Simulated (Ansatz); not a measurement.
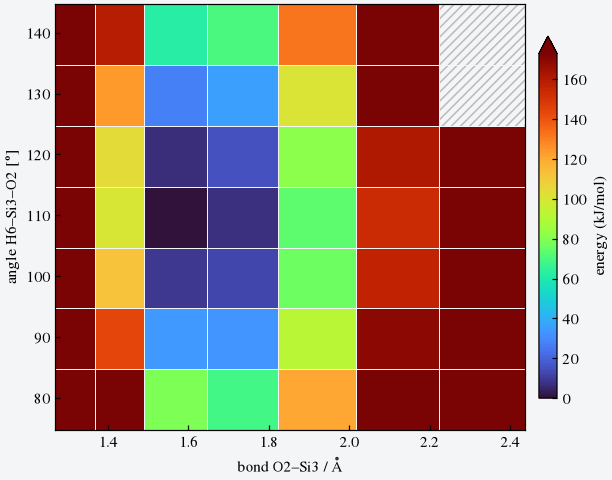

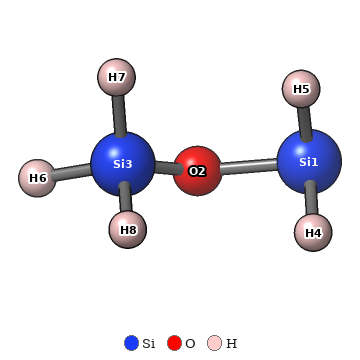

Energy landscape of H5OSi2, SMILES [SiH2-]O[SiH3], charge −1. Two internal coordinates are moved rigidly from the geometry relaxed at PBE0-D4/def2-TZVP, all others fixed. First axis: bond O2–Si3. Second axis: angle H6–Si3–O2. The scan uses a 7 × 7 grid. At 2 points there is no value. Points are written as (first, second). Energies: kJ/mol, counted from the lowest grid point. Level of theory: Ansatz 0.2.0, RKS PBE-D4/def2-TZVPPD.

The picture shows one coloured cell a grid point, one colour for all values above the top of the scale, hatched blanks where no value was computed. The second picture is the structure at the lowest point.

Describe this landscape.

Answer. The lowest grid point is at (1.561 Å, 109.7°). The highest grid point, (1.318 Å, 79.7°), lies 389 kJ/mol above the lowest.
